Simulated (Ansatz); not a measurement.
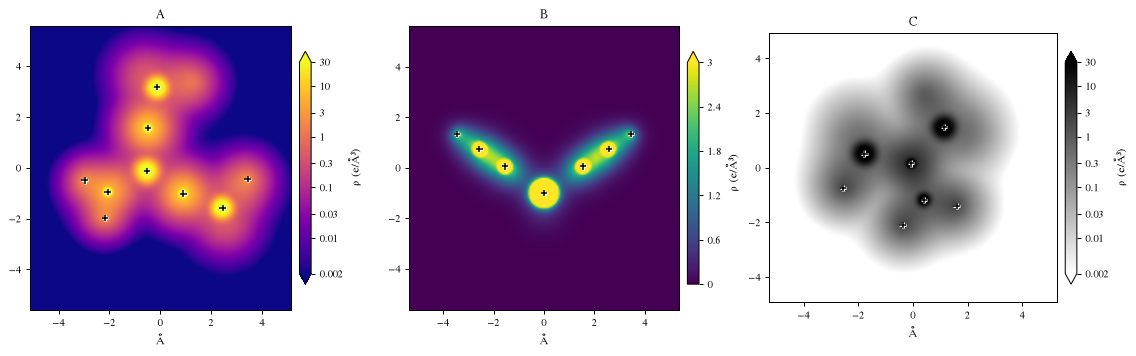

The electron density of 3 systems, each on a plane through atoms (crosses mark nuclei in the plane).

The calculation used Ansatz, isolated molecule in a Gaussian basis; Kohn-Sham density functional theory, functional PBE0.

System 1: AlH8NO2Si2 (SMILES [NH2][Al]([O][SiH3])[O][SiH3]), the plane of atoms H7, N2 and H8. Geometry: PBE0-D4/def2-SVP.

```yaml
atoms:
  - { symbol: Al, position_ang: [1.2517, 0.0340, -1.2119] }
  - { symbol: N, position_ang: [1.7656, -0.9172, -2.5952] }
  - { symbol: O, position_ang: [1.1433, -0.6885, 0.3147] }
  - { symbol: O, position_ang: [0.8665, 1.6701, -1.4099] }
  - { symbol: Si, position_ang: [0.9444, -1.0965, 1.8932] }
  - { symbol: Si, position_ang: [0.4331, 3.2489, -1.2777] }
  - { symbol: H, position_ang: [2.0130, -1.8984, -2.5600] }
  - { symbol: H, position_ang: [1.8546, -0.5612, -3.5388] }
  - { symbol: H, position_ang: [0.2078, -0.0253, 2.6337] }
  - { symbol: H, position_ang: [2.2731, -1.2965, 2.5495] }
  - { symbol: H, position_ang: [0.1644, -2.3674, 2.0038] }
  - { symbol: H, position_ang: [0.0824, 3.5907, 0.1361] }
  - { symbol: H, position_ang: [-0.7543, 3.5340, -2.1406] }
  - { symbol: H, position_ang: [1.5585, 4.1326, -1.7116] }
```

System 2: C6H3FGe (SMILES C#[C][Ge]([F])([C]#C)[C]#C), the plane of atoms C3, Ge8 and C5. Geometry: PBE0-D4/def2-SVP.

```json
{"atom": "C", "x (Å)": "-1.3725", "y (Å)": "0.5312", "z (Å)": "-2.7376"}
{"atom": "C", "x (Å)": "-1.5051", "y (Å)": "0.9821", "z (Å)": "-1.6175"}
{"atom": "C", "x (Å)": "-1.3425", "y (Å)": "3.5353", "z (Å)": "0.1622"}
{"atom": "C", "x (Å)": "-1.1053", "y (Å)": "4.7263", "z (Å)": "0.1874"}
{"atom": "C", "x (Å)": "-0.6421", "y (Å)": "0.7482", "z (Å)": "1.3680"}
{"atom": "C", "x (Å)": "0.0453", "y (Å)": "0.1463", "z (Å)": "2.1683"}
{"atom": "F", "x (Å)": "-3.3530", "y (Å)": "1.4692", "z (Å)": "0.5818"}
{"atom": "Ge", "x (Å)": "-1.6953", "y (Å)": "1.6857", "z (Å)": "0.1192"}
{"atom": "H", "x (Å)": "-1.2584", "y (Å)": "0.1307", "z (Å)": "-3.7299"}
{"atom": "H", "x (Å)": "-0.8985", "y (Å)": "5.7822", "z (Å)": "0.2105"}
{"atom": "H", "x (Å)": "0.6516", "y (Å)": "-0.3879", "z (Å)": "2.8791"}
```

System 3: BClH9NSi3 (SMILES BN([SiH2][SiH3])[SiH2]Cl), the plane of atoms N3, B1 and H7. Geometry: PBE0-D4/def2-SVP.

```csv
atom,x (Å),y (Å),z (Å)
B,-0.4659,0.8233,-1.7447
Cl,0.1815,1.7742,2.2779
N,0.3476,0.6321,-0.6027
Si,0.7196,-1.0405,-0.0865
Si,-1.1598,-1.9717,0.9601
Si,0.9060,1.9929,0.3480
H,-0.7722,1.9402,-2.0975
H,-0.8509,-0.1434,-2.3673
H,1.1346,-1.8302,-1.2824
H,1.8715,-0.9615,0.8644
H,-1.4742,-1.2071,2.2035
H,-0.9064,-3.4043,1.3082
H,-2.3263,-1.8960,0.0276
H,0.3835,3.2541,-0.2302
H,2.3896,1.9875,0.4509
```

### Which map belongs to which system?

Panel A is system 1, AlH8NO2Si2: the plane holds Al, N, O, Si and H. Si–O (1.64 Å): the density is about 1.1 e/Å³ at the midpoint. Panel B is system 2, C6H3FGe: the plane holds C, Ge and H. C–C (1.21 Å): ρ is about 2.7 e/Å³ halfway. Panel C is system 3, BClH9NSi3: the plane holds B, N, Si and H. B–N (1.42 Å): ρ at the midpoint is about 1.8 e/Å³.
